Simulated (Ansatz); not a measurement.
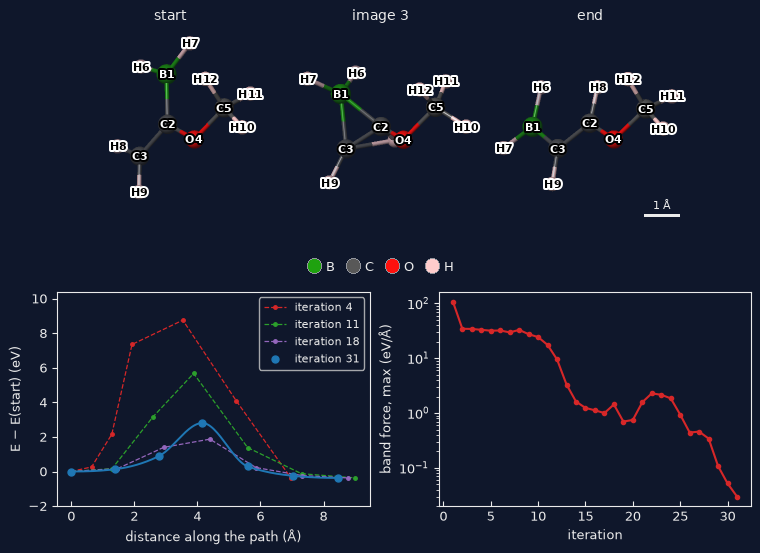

A search for the minimum-energy path of C$_{3}$H$_{7}$BO by the nudged elastic band. Images are numbered from 0 (start) to 6 (end). The plot follows the band through its iterations. Style: ball-and-stick. Shown from a free direction.

These are results of RKS B3LYP-D4/def2-SVP (Ansatz 0.2.0), not measurements. Set-up: 5 movable images; climbing image; force threshold 0.05 eV/Å; iteration limit 60; spring constant 50.0 eV/Å²; starting path through a guess of the saddle point.

**Judge this run.**

The run is converged, with reservations. The band converged in 31 iterations. The largest component of the band force went from 110 to 0.03 eV/Å. The climbing image converged on the top of the path. Its curvatures weren't checked. The spring constant is far from the usual few eV/Å², which spoils the spacing or the steps. The first iteration put the highest image at 39.65 eV. Forward barrier 2.80 eV, backward barrier 3.17 eV, with image 3 at the top; the reaction energy is −0.37 eV.

Cost: 3.6 min on 2 threads of Intel(R) Xeon(R) 6975P-C (Granite Rapids), on a shared host, peak memory 0.24 GiB.
